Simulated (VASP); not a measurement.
Band structure of SiSn (relaxed from the rock salt structure, space group Fm-3m). Calculation: PBEsol GGA, VASP's PBE PAW potentials (set 64) (plane waves; VASP).

Unless said otherwise, spin-orbit coupling is left out, though it shifts the bands of the heavy elements here.

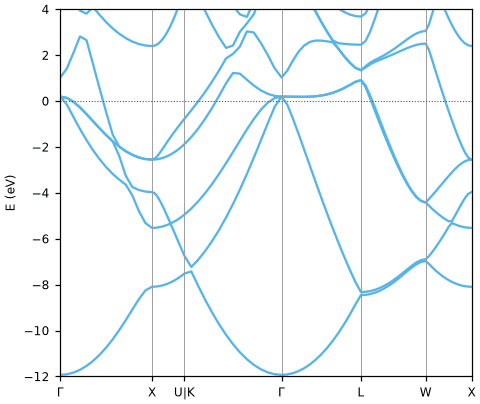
Fig. 1. Bands along high-symmetry lines, zero at the valence-band maximum or, without a gap, the Fermi level

Problem. Read the plot: is there a gap, and where are the band edges?

Solution. It has no gap at this level: it comes out as a metal or semimetal. (Edges off the drawn lines would not show.)

The structure was generated: SiSn was put into the rock salt type (Fm-3m), which need not be its known phase. It was relaxed first, which changed the volume by +10 %.
